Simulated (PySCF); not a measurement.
**Geometry relaxation of C2H8SeSi (part 1 of 2)**

The run: geometry relaxation of C2H8SeSi. Method and program: PBE0-D3(BJ)/def2-SVP geometry optimisation, gas phase (PySCF 2.14.0).

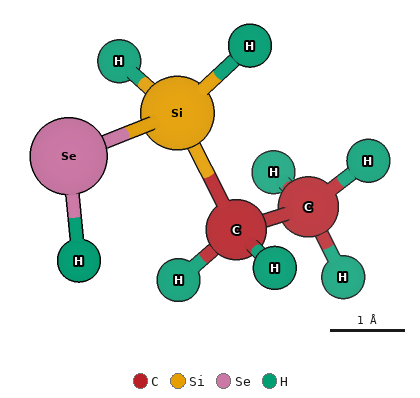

The starting structure (ball-and-stick view, seen at a tilt). Bond lengths as drawn: C–C 1.50 Å, C–H 1.08 to 1.13 Å, C–Si 1.89 Å, H–Se 1.43 Å, H–Si 1.45 to 1.48 Å and Se–Si 2.35 Å.

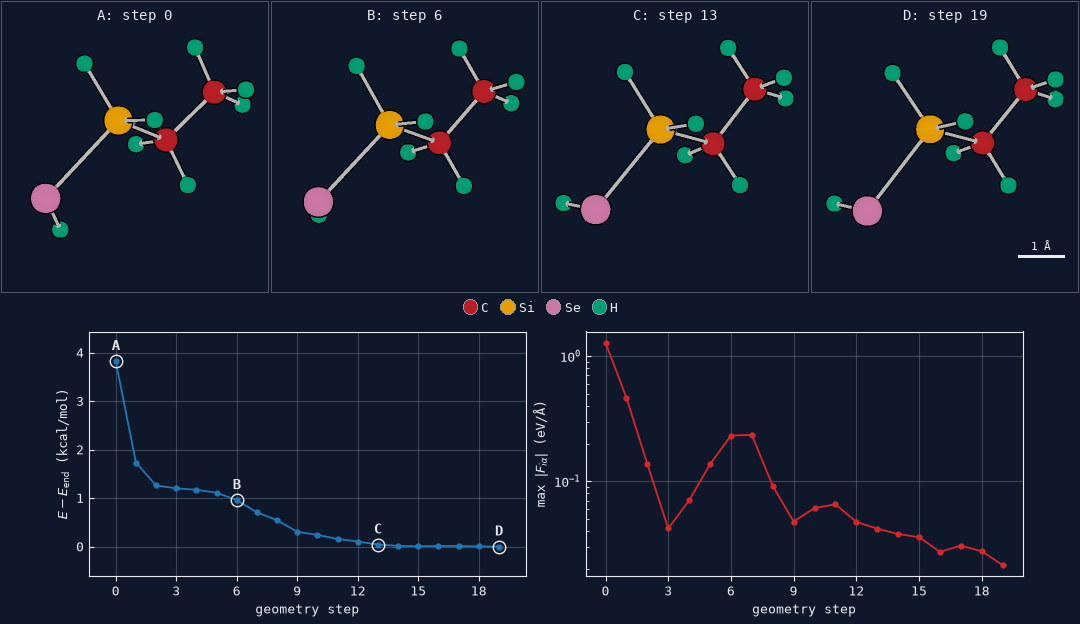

Frames of the relaxation (ball-and-stick view, seen at a tilt) above the curves, on which the letters mark them (steps are counted from 0).

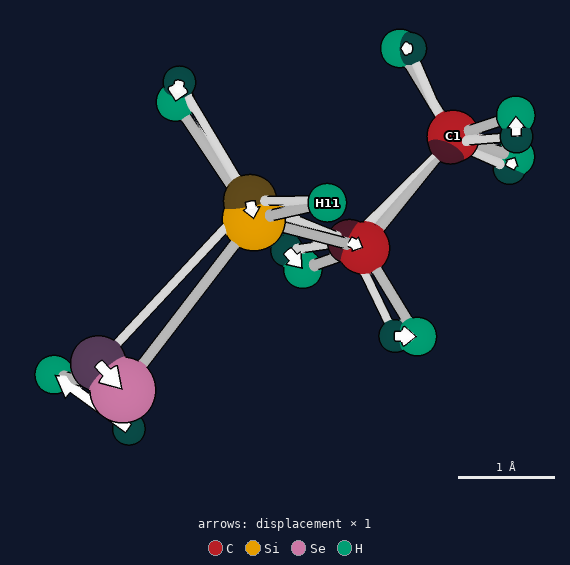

Start (faint) and end (solid) with the displacements as white arrows, at true length (ball-and-stick view, seen at a tilt). The two geometries are laid on each other by the best rigid fit. Over 19 geometry steps the energy falls by 3.82 kcal/mol. The largest force component goes from 1.3 to 0.021 eV/Å. H12 moves most after the best rigid fit: 0.97 Å. Largest moves by element: H 0.97 Å, Se 0.39 Å, Si 0.20 Å, C 0.16 Å. Among the contacts that change: Si3–Se4 2.346 → 2.289 Å, Si3–H10 1.455 → 1.496 Å, Se4–H12 1.434 → 1.472 Å, C1–H6 1.126 → 1.101 Å. Among the angles that change: C2–Si3–Se4 108.2° → 112.3°, C2–Si3–H10 113.2° → 109.9°, Se4–Si3–H10 106.7° → 110.0°. (Atoms are counted from 1 in the order of the input.)

These pictures come from the run below.

**The input**
```
{"job": {"xc": "PBE0", "basis": "def2-SVP", "d3": "d3bj", "grid": 1, "maxiter": 30, "shake": 0.01, "kind": "geom"}, "charge": 0, "multiplicity": 1}
C     -1.688440     0.151000     0.054520
C     -0.269090     0.454430    -0.336740
Si     0.928510    -0.743880     0.493790
Se     3.109170    -0.164970    -0.148980
H     -1.997210    -0.838140    -0.251140
H     -2.387340     0.881440    -0.441860
H     -1.836220     0.266630     1.125150
H     -0.145560     0.397540    -1.425310
H     -0.014050     1.491600    -0.041050
H      0.726850    -2.127280     0.091530
H      0.913990    -0.626430     1.967880
H      2.699100     0.829790    -1.096830
```

The first line tells a small driver script what to run in PySCF; the rest is the geometry in Å.

Command:
```bash
OMP_NUM_THREADS=1 python <driver script> task.json out
```

**What the program printed**
```
step   0  E = -2771.15552957  max force = 0.024915
step   1  E = -2771.15886090  max force = 0.009050
step   2  E = -2771.15961640  max force = 0.002674
step   3  E = -2771.15970948  max force = 0.000818
step   4  E = -2771.15975677  max force = 0.001367
step   5  E = -2771.15985230  max force = 0.002661
step   6  E = -2771.16009748  max force = 0.004509
step   7  E = -2771.16049833  max force = 0.004563
step   8  E = -2771.16075858  max force = 0.001786
step   9  E = -2771.16113794  max force = 0.000928
step  10  E = -2771.16124023  max force = 0.001188
step  11  E = -2771.16137409  max force = 0.001271
step  12  E = -2771.16145788  max force = 0.000922
step  13  E = -2771.16155860  max force = 0.000812
step  14  E = -2771.16160144  max force = 0.000737
step  15  E = -2771.16161202  max force = 0.000696
step  16  E = -2771.16160356  max force = 0.000530
step  17  E = -2771.16160711  max force = 0.000595
step  18  E = -2771.16161661  max force = 0.000537
step  19  E = -2771.16162338  max force = 0.000417
optimisation converged
```

**Trajectory as extended XYZ (Å, eV, eV/Å), 20 frames, from step=0 to step=19**
```
12
Properties=species:S:1:pos:R:3:forces:R:3 step=0 energy=-75406.98284
C    -1.6884    0.1510    0.0545   -0.8958   1.2812  -0.6134
C    -0.2691    0.4544   -0.3367    0.4298   0.0832   0.2604
Si    0.9285   -0.7439    0.4938    1.0820   1.1416  -0.4613
Se    3.1092   -0.1650   -0.1490   -0.0226  -0.7303   0.7327
H    -1.9972   -0.8381   -0.2511   -0.2372  -0.6946  -0.0972
H    -2.3873    0.8814   -0.4419    0.3447  -0.5357   0.3442
H    -1.8362    0.2666    1.1252   -0.1387  -0.0965   0.4959
H    -0.1456    0.3975   -1.4253    0.1311  -0.0471  -0.1766
H    -0.0140    1.4916   -0.0411    0.1381  -0.2193  -0.0468
H     0.7268   -2.1273    0.0915   -0.2917  -0.6983  -0.1397
H     0.9140   -0.6264    1.9679   -0.1770  -0.0582   0.2657
H     2.6991    0.8298   -1.0968   -0.3628   0.5742  -0.5638
12
Properties=species:S:1:pos:R:3:forces:R:3 step=1 energy=-75407.07349
C    -1.7039    0.0302    0.0147    0.0081  -0.1277   0.0612
C    -0.2744    0.3924   -0.3755    0.0739   0.0828  -0.0998
Si    1.0506   -0.6490    0.4669   -0.4654  -0.1518   0.2198
Se    3.1394    0.1898    0.0720   -0.0615   0.3570  -0.4071
H    -1.9487   -1.0140   -0.2403    0.0423   0.0018   0.0404
H    -2.4367    0.6610   -0.5088   -0.0134   0.0741  -0.0198
H    -1.8726    0.1563    1.0969   -0.0024  -0.0193  -0.0453
H    -0.1303    0.2904   -1.4650   -0.0025   0.0335  -0.0120
H    -0.0644    1.4461   -0.1330   -0.0020   0.0815  -0.0076
H     0.8907   -2.0741    0.0348    0.1737   0.0154  -0.0638
H     0.8180   -0.6423    1.9446    0.0695   0.0098   0.0302
H     2.6105    1.1915   -0.9037    0.1797  -0.3572   0.3038
12
Properties=species:S:1:pos:R:3:forces:R:3 step=2 energy=-75407.09405
C    -1.7053    0.0278    0.0113   -0.0423  -0.0287  -0.0229
C    -0.2777    0.4075   -0.3678    0.0680   0.0470  -0.0115
Si    1.0350   -0.6459    0.4830   -0.1375  -0.0446   0.0882
Se    3.1282    0.1902    0.0510    0.0459  -0.0080  -0.0113
H    -1.9336   -1.0177   -0.2510    0.0085   0.0010   0.0101
H    -2.4393    0.6606   -0.5126    0.0009  -0.0024   0.0167
H    -1.8829    0.1420    1.0920   -0.0042   0.0019   0.0025
H    -0.1262    0.3155   -1.4575    0.0116   0.0053   0.0088
H    -0.0748    1.4634   -0.1181   -0.0045  -0.0148   0.0083
H     0.9240   -2.0701    0.0357    0.0409   0.0228  -0.0284
H     0.8314   -0.6441    1.9662    0.0194   0.0143  -0.0198
H     2.5993    1.1492   -0.9286   -0.0067   0.0062  -0.0405
12
Properties=species:S:1:pos:R:3:forces:R:3 step=3 energy=-75407.09658
C    -1.7073    0.0247    0.0106   -0.0082  -0.0025  -0.0233
C    -0.2781    0.4162   -0.3565    0.0023   0.0071   0.0126
Si    1.0300   -0.6415    0.4931    0.0053  -0.0047   0.0035
Se    3.1252    0.1888    0.0334    0.0107  -0.0175   0.0278
H    -1.9255   -1.0206   -0.2602    0.0008  -0.0003   0.0011
H    -2.4428    0.6570   -0.5113   -0.0003  -0.0042   0.0064
H    -1.8926    0.1288    1.0910    0.0011   0.0044   0.0083
H    -0.1188    0.3324   -1.4455    0.0105   0.0027   0.0026
H    -0.0796    1.4705   -0.0978   -0.0090  -0.0108   0.0156
H     0.9341   -2.0626    0.0361   -0.0114   0.0042  -0.0067
H     0.8400   -0.6397    1.9767    0.0127   0.0113  -0.0060
H     2.5934    1.1246   -0.9662   -0.0145   0.0103  -0.0420
12
Properties=species:S:1:pos:R:3:forces:R:3 step=4 energy=-75407.09787
C    -1.7090    0.0207    0.0123    0.0130   0.0062  -0.0100
C    -0.2794    0.4257   -0.3414   -0.0334  -0.0166   0.0171
Si    1.0299   -0.6353    0.5003    0.0703   0.0119  -0.0472
Se    3.1234    0.1880    0.0106   -0.0158   0.0021   0.0325
H    -1.9169   -1.0233   -0.2709   -0.0047   0.0001  -0.0008
H    -2.4462    0.6536   -0.5061    0.0002  -0.0022  -0.0005
H    -1.9015    0.1117    1.0928    0.0024   0.0027   0.0053
H    -0.1131    0.3533   -1.4300    0.0087   0.0085  -0.0028
H    -0.0872    1.4775   -0.0697   -0.0086  -0.0017   0.0144
H     0.9355   -2.0541    0.0377   -0.0403  -0.0084   0.0108
H     0.8575   -0.6305    1.9850    0.0135   0.0045   0.0053
H     2.5853    1.0911   -1.0171   -0.0055  -0.0070  -0.0238
12
Properties=species:S:1:pos:R:3:forces:R:3 step=5 energy=-75407.10046
C    -1.7119    0.0114    0.0204    0.0411   0.0164   0.0153
C    -0.2841    0.4487   -0.3044   -0.0718  -0.0498   0.0163
Si    1.0349   -0.6190    0.5107    0.1368   0.0339  -0.1197
Se    3.1194    0.1896   -0.0464   -0.0514   0.0297   0.0451
H    -1.8979   -1.0273   -0.2951   -0.0109   0.0009  -0.0022
H    -2.4540    0.6472   -0.4868   -0.0001   0.0031  -0.0098
H    -1.9181    0.0680    1.1009    0.0045   0.0000  -0.0007
H    -0.1056    0.4086   -1.3927    0.0007   0.0211  -0.0085
H    -0.1080    1.4937    0.0006   -0.0064   0.0123   0.0063
H     0.9265   -2.0346    0.0437   -0.0728  -0.0249   0.0362
H     0.9099   -0.6052    1.9987    0.0194  -0.0095   0.0200
H     2.5670    0.9973   -1.1460    0.0108  -0.0331   0.0017
12
Properties=species:S:1:pos:R:3:forces:R:3 step=6 energy=-75407.10714
C    -1.7152   -0.0066    0.0446    0.0715   0.0322   0.0682
C    -0.2989    0.5059   -0.2172   -0.1166  -0.1026  -0.0021
Si    1.0524   -0.5745    0.5211    0.1961   0.0648  -0.2319
Se    3.1031    0.2042   -0.1870   -0.0896   0.0575   0.0702
H    -1.8526   -1.0254   -0.3500   -0.0214   0.0000  -0.0046
H    -2.4736    0.6367   -0.4271   -0.0022   0.0128  -0.0241
H    -1.9427   -0.0382    1.1224    0.0053  -0.0059  -0.0121
H    -0.1031    0.5515   -1.3025   -0.0184   0.0461  -0.0106
H    -0.1612    1.5287    0.1689   -0.0043   0.0378  -0.0140
H     0.8938   -1.9863    0.0592   -0.0962  -0.0463   0.0674
H     1.0528   -0.5389    2.0118    0.0288  -0.0347   0.0417
H     2.5233    0.7214   -1.4408    0.0471  -0.0616   0.0519
12
Properties=species:S:1:pos:R:3:forces:R:3 step=7 energy=-75407.11804
C    -1.7195   -0.0205    0.0700    0.0782   0.0321   0.1053
C    -0.3210    0.5579   -0.1472   -0.1159  -0.1263  -0.0304
Si    1.0715   -0.5247    0.5095    0.1647   0.0846  -0.2346
Se    3.0853    0.2368   -0.3066   -0.1056   0.0327   0.0354
H    -1.8190   -1.0138   -0.3946   -0.0240  -0.0019  -0.0058
H    -2.4993    0.6269   -0.3588   -0.0015   0.0183  -0.0293
H    -1.9495   -0.1350    1.1421    0.0048  -0.0112  -0.0205
H    -0.1254    0.6893   -1.2256   -0.0257   0.0566  -0.0013
H    -0.2186    1.5540    0.3116    0.0016   0.0526  -0.0219
H     0.8645   -1.9374    0.0685   -0.0604  -0.0438   0.0624
H     1.1892   -0.4696    1.9940    0.0179  -0.0477   0.0521
H     2.5200    0.4145   -1.6594    0.0660  -0.0460   0.0886
```
